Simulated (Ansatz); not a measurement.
# Converging the k-point mesh: ZrAu (P4mm, 2 atoms in the cell)

```yaml
crystal:
  lattice:
    - [3.15616, 0.00000, 0.00000]
    - [0.00000, 3.15616, 0.00000]
    - [0.00000, 0.00000, 3.90579]
  atoms:
    - { symbol: Zr, position: [0.00000, 0.00000, 0.01280] }
    - { symbol: Au, position: [0.50000, 0.50000, 0.50000] }
```

Computed with PBEsol, default PAW files made with PBE (plane waves; Ansatz, a first-principles code).

Base settings: basis.ecutwfc = 30.9 Ry; kpoints.mp_grid.grid = 10 10 9; hamiltonian.xc = pbesol; hamiltonian.pseudopotentials = {kind: paw} (the program's default PAW files); scf.occupations.method = gaussian; scf.occupations.width = 0.0073 Ry.

The second cell is the first with its lattice scaled by 0.98.

Only quantities that move along the ladder and can be compared are tabulated.

The count of work is k-points × plane waves × bands × iterations; it is no time. 

The starting cell comes from a database of computed structures (which also holds hypothetical and non-ambient phases and stackings), without a prior relaxation at this level. Its lattice was rescaled by up to half a per cent. One atom was moved a little off its site on purpose. Ansatz's pressure includes its estimate of the finite-basis (Pulay) stress.

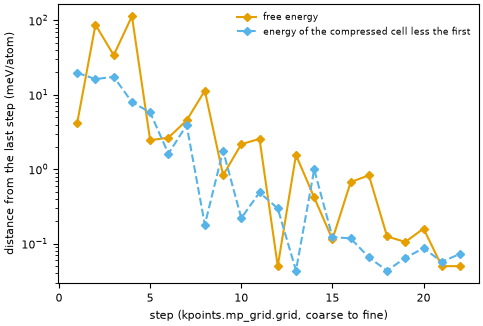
Distance from the last step along the ladder; very small values are drawn at a floor.

```csv
kpoints.mp_grid.grid,free energy less the last step's (meV/atom),energy of the compressed cell less the first (meV/atom),pressure (GPa),largest difference of a force vector from the last step's (eV/Å),count of work / last
2 2 2,-4.23,-6.27,-5.17,0.077,0.0031
3 3 2,-87.71,-2.76,-4.66,0.183,0.0023
3 3 3,-34.15,-3.95,-4.63,0.088,0.0027
4 4 3,-113.95,5.55,-3.65,0.078,0.0047
5 5 4,-2.46,19.37,-1.89,0.008,0.0070
6 6 5,-2.66,11.93,-2.78,0.001,0.012
7 7 6,4.54,17.47,-2.09,0.019,0.016
8 8 7,11.39,13.73,-2.48,0.042,0.023
9 9 7,0.83,11.77,-2.80,0.002,0.023
10 10 8,-2.17,13.77,-2.57,0.020,0.041
10 10 9,-2.57,14.04,-2.53,0.013,0.041
11 11 9,0.01,13.85,-2.54,0.004,0.041
12 12 10,-1.56,13.59,-2.59,0.005,0.065
13 13 11,0.42,14.54,-2.46,0.002,0.065
15 15 12,-0.11,13.67,-2.57,0.002,0.098
17 17 13,0.67,13.43,-2.58,0.006,0.12
18 18 15,-0.83,13.48,-2.60,0.006,0.17
20 20 17,-0.13,13.50,-2.58,0.001,0.23
23 23 18,-0.11,13.61,-2.57,0.002,0.30
25 25 20,0.16,13.64,-2.56,0.001,0.39
28 28 22,0.02,13.49,-2.58,0.001,0.56
31 31 25,0.03,13.62,-2.57,0.001,0.69
34 34 28,0.00,13.55,-2.57,0.000,1.0
```

Coarsest kpoints.mp_grid.grid that holds the forces within 0.01 eV/Å of the last step, with all finer ones: 11 11 9, at 0.041 of the last step's count of work; the step before is off by 0.013 eV/Å.

Coarsest kpoints.mp_grid.grid that holds the free energy within 5 meV/atom of the last step, with all finer ones: 9 9 7, at 0.023 of the last step's count of work; the step before is off by 11 meV/atom.

Coarsest kpoints.mp_grid.grid that holds the energy of the compressed cell less the first within 0.2 meV/atom of the last step, with all finer ones: 15 15 12, at 0.098 of the last step's count of work; the step before is off by 0.99 meV/atom.

The energy difference between the two cells stays within 1 meV/atom of the last step's from 10 10 8 on, the total only from 13 13 11 on: much of the error is common to both cells and cancels.

Two neighbours can agree and both be off: 5 5 4 and 6 6 5 differ by 0.20 meV/atom in the free energy, yet lie about 2.7 meV/atom from the last step.

Keys are those of Ansatz 0.2.
